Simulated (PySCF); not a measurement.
## Geometry relaxation, with input and output: AlClF2 (part 2 of 2)

AlClF2, SMILES [F][Al]([F])[Cl]; CAM-B3LYP/cc-pVDZ, RKS (PySCF 2.14.0). The geometry comes from this level: PBE0-D4/def2-TZVP.

Geometry of the input (Å):
```
F  0.9972  0.7218  1.1496
Al 0.0693  -0.0508  0.0536
F  0.2735  -1.6538  -0.1647
Cl -1.3400  0.9828  -1.0386
```

What the program printed, continued
```
Geometry optimization cycle 10
Cartesian coordinates (Angstrom)
 Atom        New coordinates             dX        dY        dZ
   F   1.010446   0.771240   1.173742   -0.000039  0.000020  0.000064
  Al   0.065875  -0.030346   0.057067    0.000119  0.000028 -0.000153
   F   0.281587  -1.670623  -0.154234   -0.000044 -0.000069  0.000037
  Cl  -1.359146   1.002037  -1.060931   -0.000034  0.000013  0.000051
converged SCF energy = -902.502743153614
--------------- RKS_Scanner gradients ---------------
         x                y                z
0 F    -0.0000028473    -0.0000415975    -0.0000808105
1 Al    -0.0000154811    -0.0000587814     0.0001476921
2 F     0.0000167159     0.0000703287    -0.0000334918
3 Cl     0.0000074132     0.0000065968    -0.0000371973
----------------------------------------------
cycle 10: E = -902.502743154  dE = -8.48249e-08  norm(grad) = 0.000203976
Step    9 : Displace = 1.186e-04/1.956e-04 (rms/max) Trust = 1.189e-04 (-) Grad = 1.021e-04/1.596e-04 (rms/max) E (change) = -902.5027431536 (-8.482e-08) Quality = 1.109
Hessian Eigenvalues: 1.57847e-03 4.99959e-02 5.00000e-02 ... 2.57749e-01 3.48541e-01 4.57140e-01

Geometry optimization cycle 11
Cartesian coordinates (Angstrom)
 Atom        New coordinates             dX        dY        dZ
   F   1.010380   0.771259   1.173822   -0.000067  0.000019  0.000080
  Al   0.066043  -0.030306   0.056847    0.000168  0.000040 -0.000220
   F   0.281529  -1.670705  -0.154172   -0.000057 -0.000082  0.000063
  Cl  -1.359190   1.002060  -1.060853   -0.000044  0.000023  0.000077
converged SCF energy = -902.502743242036
--------------- RKS_Scanner gradients ---------------
         x                y                z
0 F     0.0000077903    -0.0000259224    -0.0000494049
1 Al    -0.0000208094    -0.0000353656     0.0000999880
2 F     0.0000134787     0.0000342821    -0.0000284796
3 Cl     0.0000055126     0.0000034077    -0.0000258607
----------------------------------------------
cycle 11: E = -902.502743242  dE = -8.84213e-08  norm(grad) = 0.000133168
Step   10 : Displace = 1.671e-04/2.796e-04 (rms/max) Trust = 1.682e-04 (+) Grad = 6.660e-05/1.085e-04 (rms/max) E (change) = -902.5027432420 (-8.842e-08) Quality = 0.969
Hessian Eigenvalues: 1.57850e-03 4.99914e-02 5.00000e-02 ... 2.58819e-01 3.48310e-01 4.57154e-01

Geometry optimization cycle 12
Cartesian coordinates (Angstrom)
 Atom        New coordinates             dX        dY        dZ
   F   1.010271   0.771250   1.173914   -0.000109 -0.000009  0.000093
  Al   0.066286  -0.030257   0.056528    0.000243  0.000049 -0.000318
   F   0.281451  -1.670796  -0.154072   -0.000079 -0.000091  0.000100
  Cl  -1.359246   1.002103  -1.060729   -0.000056  0.000043  0.000124
converged SCF energy = -902.502743313804
--------------- RKS_Scanner gradients ---------------
         x                y                z
0 F     0.0000110382    -0.0000142403    -0.0000185373
1 Al    -0.0000157335    -0.0000120550     0.0000407476
2 F     0.0000067041     0.0000042418    -0.0000176378
3 Cl     0.0000042066    -0.0000017565    -0.0000082518
----------------------------------------------
cycle 12: E = -902.502743314  dE = -7.17683e-08  norm(grad) = 5.64305e-05
Step   11 : Displace = 2.383e-04/4.033e-04 (rms/max) Trust = 2.378e-04 (+) Grad = 2.766e-05/4.676e-05 (rms/max) E (change) = -902.5027433138 (-7.177e-08) Quality = 0.943
Hessian Eigenvalues: 1.57857e-03 4.99538e-02 5.00000e-02 ... 2.58258e-01 3.51507e-01 4.57160e-01

Geometry optimization cycle 13
Cartesian coordinates (Angstrom)
 Atom        New coordinates             dX        dY        dZ
   F   1.010385   0.770145   1.173945    0.000114 -0.001105  0.000030
  Al   0.066514  -0.030880   0.056089    0.000227 -0.000623 -0.000439
   F   0.281169  -1.671486  -0.154612   -0.000282 -0.000690 -0.000541
  Cl  -1.359263   1.002005  -1.060325   -0.000017 -0.000098  0.000404
converged SCF energy = -902.502743322966
--------------- RKS_Scanner gradients ---------------
         x                y                z
0 F     0.0000052482    -0.0000105136    -0.0000011421
1 Al    -0.0000010393    -0.0000011568    -0.0000039879
2 F    -0.0000006120    -0.0000075603    -0.0000057153
3 Cl     0.0000025916    -0.0000048547     0.0000071697
----------------------------------------------
cycle 13: E = -902.502743323  dE = -9.16179e-09  norm(grad) = 1.81546e-05
Step   12 : Displace = 2.134e-04/3.574e-04 (rms/max) Trust = 3.363e-04 (+) Grad = 4.484e-06/6.878e-06 (rms/max) E (change) = -902.5027433230 (-9.162e-09) Quality = 0.400
Hessian Eigenvalues: 1.33714e-03 4.90992e-02 5.00000e-02 ... 2.58023e-01 3.53800e-01 4.57159e-01

Geometry optimization cycle 14
Cartesian coordinates (Angstrom)
 Atom        New coordinates             dX        dY        dZ
   F   1.010636   0.768863   1.173908    0.000251 -0.001281 -0.000036
  Al   0.066547  -0.031656   0.055874    0.000033 -0.000776 -0.000216
   F   0.280905  -1.672233  -0.155356   -0.000264 -0.000747 -0.000744
  Cl  -1.359235   1.001851  -1.059971    0.000028 -0.000154  0.000354
converged SCF energy = -902.502743312718
--------------- RKS_Scanner gradients ---------------
         x                y                z
0 F     0.0000036796    -0.0000098582    -0.0000000261
1 Al     0.0000028147    -0.0000033197    -0.0000069464
2 F    -0.0000011782    -0.0000081090    -0.0000042722
3 Cl     0.0000006051    -0.0000029176     0.0000074949
----------------------------------------------
cycle 14: E = -902.502743313  dE = 1.0248e-08  norm(grad) = 1.81209e-05
```

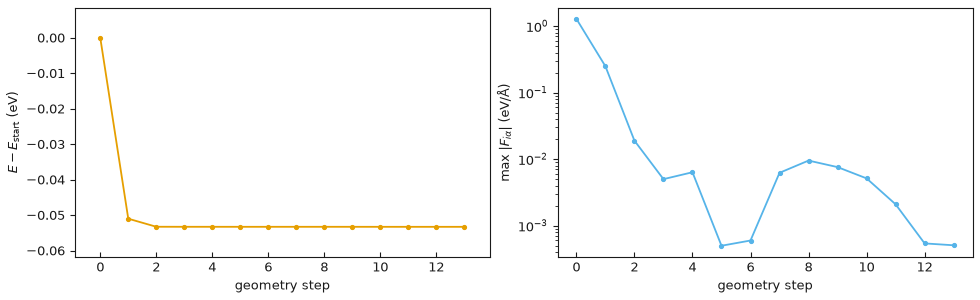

Figure 1. Progress of the relaxation, step by step (steps are counted from 0).

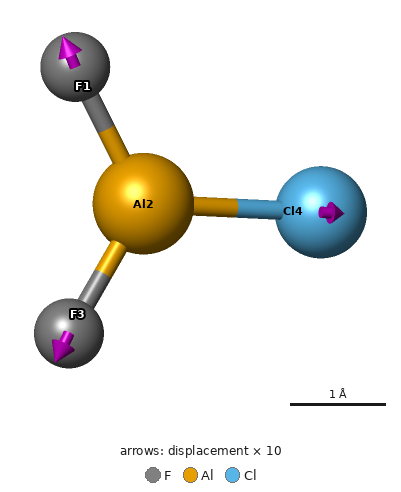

Figure 2. The starting structure with the displacements as pink arrows, magnified 10 times (ball-and-stick view, seen at a tilt). The two geometries are laid on each other by the best rigid fit. The largest moves after the best rigid fit, 0.036 Å, are those of F1 and F3. By element the largest moves are F 0.036 Å, Cl 0.027 Å, Al 0.004 Å. Distances before and after: Al2–F3 1.631 → 1.668 Å, Al2–Cl4 2.061 → 2.085 Å. After 13 geometry steps the energy has fallen by 0.053 eV. The largest force component goes from 1.3 to 0.00051 eV/Å. (Atoms are counted from 1 in the order of the input.)

```
Step   13 : Displace = 2.868e-05/3.871e-05 (rms/max) Trust = 3.363e-04 (=) Grad = 3.832e-06/6.156e-06 (rms/max) E (change) = -902.5027433127 (+1.025e-08) Quality = -4.161
Hessian Eigenvalues: 1.33714e-03 4.90992e-02 5.00000e-02 ... 2.58023e-01 3.53800e-01 4.57159e-01
Converged! =D

converged: True
F           1.01063560        0.76886330        1.17390827
Al          0.06654682       -0.03165606        0.05587354
F           0.28090495       -1.67223325       -0.15535598
Cl         -1.35923465        1.00185077       -1.05997118
converged SCF energy = -902.502743312713
total energy: -902.50274331 hartree
```

Trajectory as extended XYZ (Å, eV, eV/Å), 14 frames, from step=0 to step=13
```
4
Properties=species:S:1:pos:R:3:forces:R:3 step=0 energy=-24558.29743
F     0.9972    0.7218    1.1496    0.7459   0.6231   0.8812
Al    0.0693   -0.0508    0.0536   -0.5666   0.4155  -0.4386
F     0.2735   -1.6538   -0.1647    0.1632  -1.2885  -0.1764
Cl   -1.3400    0.9828   -1.0386   -0.3424   0.2511  -0.2659
4
Properties=species:S:1:pos:R:3:forces:R:3 step=1 energy=-24558.34844
F     1.0119    0.7381    1.1679    0.1452   0.1190   0.1715
Al    0.0672   -0.0492    0.0524   -0.0984   0.0735  -0.0776
F     0.2751   -1.6812   -0.1703    0.0329  -0.2493  -0.0320
Cl   -1.3542    0.9933   -1.0498   -0.0797   0.0581  -0.0616
4
Properties=species:S:1:pos:R:3:forces:R:3 step=2 energy=-24558.35072
F     1.0155    0.7415    1.1726    0.0117   0.0106   0.0124
Al    0.0670   -0.0482    0.0515   -0.0078   0.0042  -0.0021
F     0.2760   -1.6874   -0.1705    0.0028  -0.0190  -0.0035
Cl   -1.3586    0.9964   -1.0531   -0.0067   0.0056  -0.0065
4
Properties=species:S:1:pos:R:3:forces:R:3 step=3 energy=-24558.35073
F     1.0161    0.7426    1.1727   -0.0017  -0.0001   0.0014
Al    0.0661   -0.0482    0.0527    0.0050   0.0011  -0.0037
F     0.2764   -1.6877   -0.1708   -0.0016   0.0002   0.0020
Cl   -1.3586    0.9968   -1.0538   -0.0017   0.0001   0.0007
4
Properties=species:S:1:pos:R:3:forces:R:3 step=4 energy=-24558.35073
F     1.0157    0.7431    1.1732   -0.0023  -0.0022  -0.0050
Al    0.0672   -0.0476    0.0516   -0.0006  -0.0019   0.0048
F     0.2761   -1.6877   -0.1702    0.0004   0.0064   0.0002
Cl   -1.3590    0.9969   -1.0536    0.0025  -0.0009   0.0003
4
Properties=species:S:1:pos:R:3:forces:R:3 step=5 energy=-24558.35073
F     1.0157    0.7432    1.1729   -0.0001   0.0005  -0.0001
Al    0.0668   -0.0476    0.0521    0.0000   0.0002   0.0004
F     0.2763   -1.6873   -0.1702    0.0001   0.0004   0.0003
Cl   -1.3588    0.9969   -1.0537    0.0000   0.0002  -0.0003
4
Properties=species:S:1:pos:R:3:forces:R:3 step=6 energy=-24558.35073
F     1.0156    0.7437    1.1729    0.0000   0.0006   0.0002
Al    0.0667   -0.0473    0.0522    0.0001   0.0005  -0.0001
F     0.2764   -1.6870   -0.1699    0.0000   0.0001   0.0004
Cl   -1.3588    0.9970   -1.0539   -0.0001   0.0001  -0.0002
4
Properties=species:S:1:pos:R:3:forces:R:3 step=7 energy=-24558.35073
F     1.0135    0.7558    1.1732    0.0006   0.0021   0.0038
Al    0.0661   -0.0399    0.0546    0.0005   0.0029  -0.0062
F     0.2788   -1.6797   -0.1631   -0.0007  -0.0035   0.0013
Cl   -1.3589    0.9992   -1.0571   -0.0005  -0.0002   0.0014
4
Properties=species:S:1:pos:R:3:forces:R:3 step=8 energy=-24558.35073
F     1.0105    0.7712    1.1737    0.0008   0.0029   0.0056
Al    0.0658   -0.0304    0.0572    0.0004   0.0040  -0.0095
F     0.2816   -1.6706   -0.1543   -0.0009  -0.0053   0.0018
Cl   -1.3591    1.0020   -1.0610   -0.0005  -0.0004   0.0023
4
Properties=species:S:1:pos:R:3:forces:R:3 step=9 energy=-24558.35073
F     1.0104    0.7712    1.1737    0.0001   0.0021   0.0042
Al    0.0659   -0.0303    0.0571    0.0008   0.0030  -0.0076
F     0.2816   -1.6706   -0.1542   -0.0009  -0.0036   0.0017
Cl   -1.3591    1.0020   -1.0609   -0.0004  -0.0003   0.0019
4
Properties=species:S:1:pos:R:3:forces:R:3 step=10 energy=-24558.35073
F     1.0104    0.7713    1.1738   -0.0004   0.0013   0.0025
Al    0.0660   -0.0303    0.0568    0.0011   0.0018  -0.0051
F     0.2815   -1.6707   -0.1542   -0.0007  -0.0018   0.0015
Cl   -1.3592    1.0021   -1.0609   -0.0003  -0.0002   0.0013
4
Properties=species:S:1:pos:R:3:forces:R:3 step=11 energy=-24558.35074
F     1.0103    0.7712    1.1739   -0.0006   0.0007   0.0010
Al    0.0663   -0.0303    0.0565    0.0008   0.0006  -0.0021
F     0.2815   -1.6708   -0.1541   -0.0003  -0.0002   0.0009
Cl   -1.3592    1.0021   -1.0607   -0.0002   0.0001   0.0004
4
Properties=species:S:1:pos:R:3:forces:R:3 step=12 energy=-24558.35074
F     1.0104    0.7701    1.1739   -0.0003   0.0005   0.0001
Al    0.0665   -0.0309    0.0561    0.0001   0.0001   0.0002
F     0.2812   -1.6715   -0.1546    0.0000   0.0004   0.0003
Cl   -1.3593    1.0020   -1.0603   -0.0001   0.0003  -0.0004
4
Properties=species:S:1:pos:R:3:forces:R:3 step=13 energy=-24558.35074
F     1.0106    0.7689    1.1739   -0.0002   0.0005   0.0000
Al    0.0665   -0.0317    0.0559   -0.0001   0.0002   0.0004
F     0.2809   -1.6722   -0.1554    0.0001   0.0004   0.0002
Cl   -1.3592    1.0019   -1.0600    0.0000   0.0001  -0.0004
```

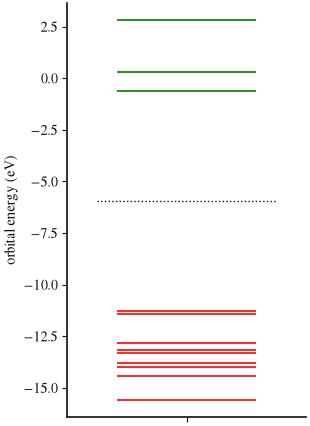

Figure 3. Orbital energies near the frontier; the dotted line parts filled from empty levels, and levels within 0.02 eV of each other stand side by side. Highest filled −11.26 eV, lowest empty −0.61 eV, 10.65 eV apart.

Key numbers

| quantity | value |
| --- | --- |
| outcome | converged |
| total energy | −902.502743 hartree |
| basis functions | 64 |
| HOMO | −11.26 eV |
| LUMO | −0.61 eV |
| dipole moment | 0.53 D |
| wall time | 3.5 min |
| peak memory | 0.66 GiB |
